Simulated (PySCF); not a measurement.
CF₂, SMILES `F[C]F`.

PySCF calculation, BHandHLYP/cc-pVTZ, gas phase; geometry: GFN2-xTB. No frequency check shows the geometry to be a minimum. Without diffuse functions Rydberg states are missing, so the states' numbers hold for this basis only.

Geometry (Å), atoms numbered from 1:

```
F1       1.0365    0.1969    0.0000
C2       0.0000   -0.5906    0.0000
F3      -1.0365    0.1969    0.0000
```

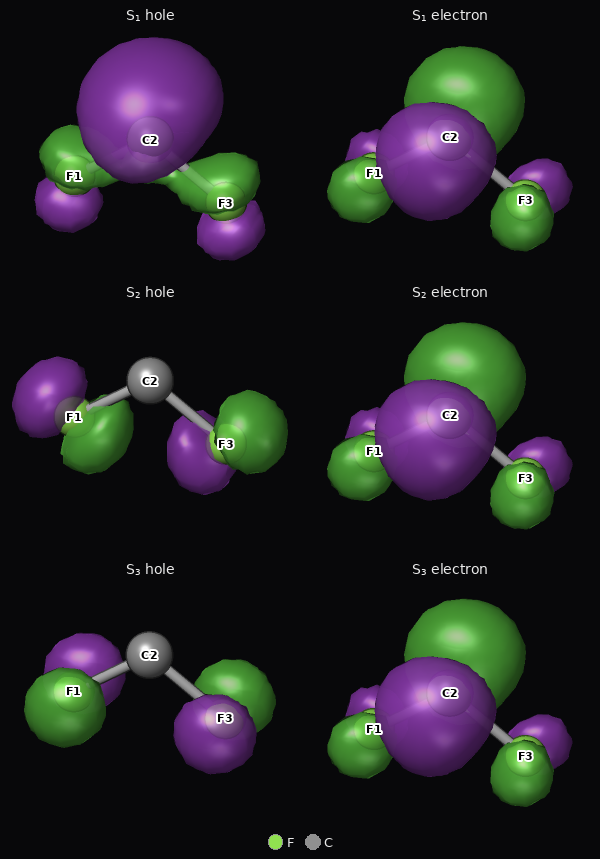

Leading natural transition orbitals (full linear response singlet states).

Question: Describe these excited states.

Answer: By state:
- S₁: 4.80 eV (258 nm), f = 0.035; the leading pair carries 100 %; hole on C2 (70 %) and F1 and F3 (15 % each), electron on C2 (72 %) and F1 and F3 (14 % each); their centroids lie 0.2 Å apart.
- S₂: 9.17 eV (135 nm), f = 0.000 (dark); the leading pair carries 100 %; hole on F1 and F3 (47 % each) and C2 (6 %), electron on C2 (72 %) and F1 and F3 (14 % each); their centroids lie 0.6 Å apart.
- S₃: 10.61 eV (117 nm), f = 0.001 (very weak); the leading pair carries 74 %; hole on F1 and F3 (39 % each) and C2 (22 %), electron on C2 (70 %) and F1 and F3 (15 % each) (shares are of the whole state, not of the leading pair alone); their centroids lie 0.5 Å apart.
